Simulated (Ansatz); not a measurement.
These are PBE (plane waves to 420 eV, PAW; Ansatz, a program for electronic structure) values and carry that method's errors.

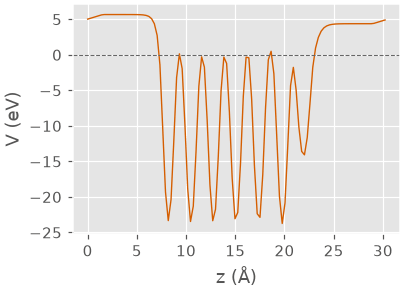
*Planar average of the electrostatic potential across the slab, in eV from the Fermi level, for a constructed model of the (111) surface of fcc Pt, a pseudomorphic layer of Ti in the other hollow (bottom of the slab: a bare face, its two planes held)*

Slab: 7 atoms, 14.1 Å thick at the start; k 15x15x1, smearing 0.1 eV, dipole-corrected; 2 atoms held, the rest relaxed; symmetry of the start imposed; no spin, no spin-orbit, no U. In PBE it is, or lies within 0.01 eV a 1x1 cell of, the lowest of the 2 structures of its composition computed so far; larger cells were not tried.

The surface cell has an area of 6.82 Å². What dipole along the normal does the step between the two vacuum levels imply?

the top vacuum level lies 1.29 eV below the bottom one; p = −ε₀ A ΔV (ε₀ = 0.005526 e/(V·Å)) gives 0.05 e·Å a cell.
